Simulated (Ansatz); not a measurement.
How far to go with the k-point mesh at a smearing width of 0.02 eV: PdPt (R3m, 2 atoms in the cell)

```
CELL_PARAMETERS angstrom
      1.37648     0.79471     4.53756
     -1.37648     0.79471     4.53756
      0.00000    -1.58943     4.53756
ATOMIC_POSITIONS crystal
  Pd 0.00367 0.00367 0.00367
  Pt 0.50000 0.50000 0.50000
```

Method: PBEsol, default PAW files made with PBE (plane waves; Ansatz, a program for electronic structure).

Base settings: basis.ecutwfc = 420 eV; kpoints.mp_grid.grid = 14 14 14; hamiltonian.xc = pbesol; hamiltonian.pseudopotentials = {kind: paw} (the program's default PAW files); scf.occupations.method = fermi_dirac; scf.occupations.width = 0.1 eV.

In this ladder: scf.occupations.width = 0.02 eV.

Only quantities that move along the ladder and can be compared are tabulated.

The count of work is k-points × plane waves × bands × iterations; it is no time. Core times come from one kind of shared machine, to one figure; runs under 30 s give none.

The starting cell comes from a database of computed structures (which also holds hypothetical and non-ambient phases and stackings), without a prior relaxation at this level. Its lattice was rescaled by up to half a per cent. One atom was moved a little off its site on purpose. Spin polarisation is off. Ansatz's pressure includes its estimate of the finite-basis (Pulay) stress.

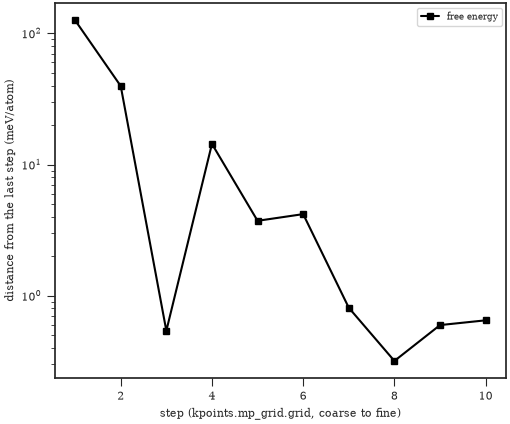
Figure. Distance from the last step along the ladder; very small values are drawn at a floor.

```csv
kpoints.mp_grid.grid,free energy less the last step's (meV/atom),pressure (GPa),largest difference of a force vector from the last step's (eV/Å),count of work / last,core time / last (rough)
5 5 5,125.71,0.78,0.013,0.0058,–
6 6 6,-39.67,-2.65,0.011,0.011,–
7 7 7,0.54,-2.02,0.009,0.016,–
9 9 9,-14.37,-2.33,0.011,0.026,–
10 10 10,3.73,-1.75,0.014,0.035,–
13 13 13,4.19,-1.94,0.004,0.070,–
15 15 15,-0.81,-2.03,0.003,0.10,–
18 18 18,-0.32,-1.99,0.002,0.18,–
22 22 22,0.60,-2.05,0.002,0.31,0.3
27 27 27,0.65,-2.04,0.001,0.56,0.5
33 33 33,0.00,-2.04,0.000,1.0,1
```

Coarsest kpoints.mp_grid.grid that holds the free energy within 5 meV/atom of the last step, with all finer ones: 10 10 10, at 0.035 of the last step's count of work; the step before is off by 14 meV/atom.

Coarsest kpoints.mp_grid.grid that holds the forces within 0.01 eV/Å of the last step, with all finer ones: 13 13 13, at 0.070 of the last step's count of work; the step before is off by 0.014 eV/Å.

Coarsest kpoints.mp_grid.grid that holds the pressure within 1 GPa of the last step, with all finer ones: 6 6 6, at 0.011 of the last step's count of work; the step before is off by 2.8 GPa.

Two neighbours can agree and both be off: 10 10 10 and 13 13 13 differ by 0.46 meV/atom in the free energy, yet lie about 4.2 meV/atom from the last step.

Keys are those of Ansatz 0.2.
